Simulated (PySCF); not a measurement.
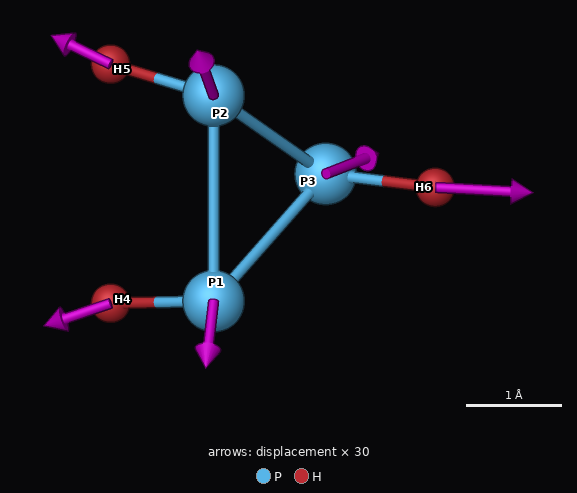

This is a relaxation of P$_{3}$H$_{3}$. The starting structure is drawn; purple arrows show the displacements, 30 times their true length. The two geometries are superimposed by the best rigid fit.

The picture is a ball-and-stick view, seen at a tilt.

The start comes from GFN2-xTB.

The calculation used PySCF, PBE0-D3(BJ)/def2-SVP geometry optimisation, gas phase. 

What did the optimiser do to the structure, and how much energy did it gain?

Answer. The energy falls by 6.86 kJ/mol in 6 geometry steps. Largest force component: 1.1 eV/Å at the start, 0.013 eV/Å at the end. The largest move after the best rigid fit is that of H6, 0.035 Å. By element the largest moves are H 0.035 Å, P 0.032 Å. Near-neighbour distances that change, for instance: P1–P3 2.168 → 2.221 Å, P1–P2 2.199 → 2.240 Å, P1–H4 1.401 → 1.430 Å.
